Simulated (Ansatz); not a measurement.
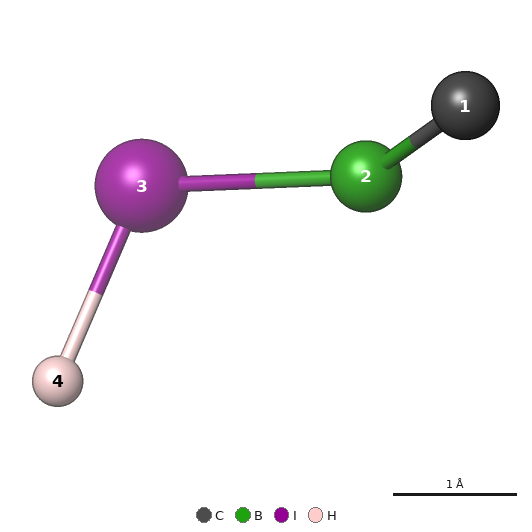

Orthographic view. Depth is shown by fading: the farther an atom, the more it takes the colour of the background. The species is neutral and a spin doublet. The computed structure is the end point of a PBE-D4/def2-SVP optimisation. No frequency run is at hand to confirm it as a minimum.

Give the geometry as a Z-matrix, atoms in numerical order, with these reference atoms: 2 to 1; 3 to 2, 1; 4 to 3, 2, 1.

```
C  
B    1   1.422
I    2   2.085   1   149.0
H    3   1.739   2   109.1   1  -119.6
```
